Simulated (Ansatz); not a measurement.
System: Al$_{4}$AsN$_{3}$.

The calculation's input:

```
crystal:
  lattice:
    - [3.2289175755, 0.0, 0.0]
    - [0.0, 3.3687222563, 4.7632763106]
    - [0.0, -3.3687222563, 4.7632763106]
  atoms:
    - { symbol: "N", position: [0.0, 0.0008084629, 0.0008084629] }
    - { symbol: "N", position: [0.5, 0.0001113951, 0.4978425354] }
    - { symbol: "N", position: [0.5, 0.4978425354, 0.0001113951] }
    - { symbol: As, position: [0.0, 0.5083139945, 0.5083139945] }
    - { symbol: Al, position: [0.5, 0.875505584, 0.875505584] }
    - { symbol: Al, position: [0.0, 0.9231125002, 0.3567131595] }
    - { symbol: Al, position: [0.0, 0.3567131595, 0.9231125002] }
    - { symbol: Al, position: [0.5, 0.3375923684, 0.3375923684] }
kpoints:
  mp_grid: { grid: [8, 6, 6] }
  band_path:
    path:
      - [[0.0, 0.0, 0.0], [0.0, 0.5, 0.5], [0.0, 0.6249571480841, 0.3750428519159]]
      - [[0.0, 0.3750428519159, -0.3750428519159], [0.0, 0.0, 0.0], [0.5, 0.0, 0.0], [0.5, 0.3750428519159, -0.3750428519159]]
      - [[0.5, 0.6249571480841, 0.3750428519159], [0.5, 0.5, 0.5], [0.0, 0.5, 0.5]]
      - [[0.0, 0.0, 0.0], [0.0, 0.5, -1.381758191653e-17], [0.5, 0.5, -1.381758191653e-17], [0.5, 0.0, 0.0], [0.5, 0.5, 0.5]]
    npoints: 10
hamiltonian:
  xc: pbe
scf:
  occupations: { method: fermi_dirac, width: 0.02 }
  n_extra_bands: 6
output:
  forces: true
  stress: true
  eigenvalues: true
  write_density: true
  write_potential: true
  elf: true
  volumetric_format: npy
```

Launched as:

```sh
ansatz run input.yaml --threads 4 --pin off --max-ram 6451MiB --backend cpu --events-out ev --progress --plain --runs-dir out
```

Below, planes, directions and counts refer to the conventional cell (a = 3.23 Å, b = 6.74 Å, c = 9.53 Å, α = 90.00°, β = 90.00°, γ = 90.00°).

Space group Amm2; started from the ordered alloy on zincblende lattice prototype, which need not be the ambient phase; computed pressure about 4 GPa in this cell.

Theory: Ansatz 0.2.0, DFT, PBE, plane waves, PAW.

> What will maps of the valence pseudo-density and electron localisation function show?

Al–As (2.29 Å): ρ at the midpoint is about 0.57 e/Å³; the ELF peaks at about 0.85 between the atoms (a covalent bond).

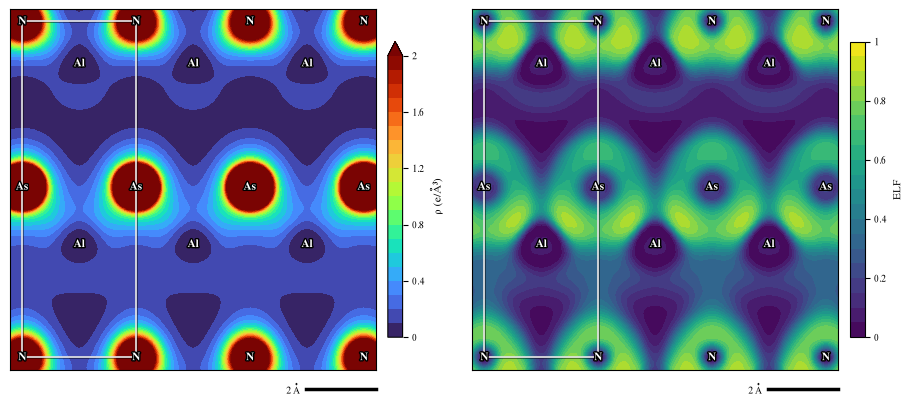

Computed valence pseudo-density and electron localisation function on the (010) plane of the conventional cell, in this order. 

In a PAW calculation such maps are meaningful between the atoms, not at the nuclei.
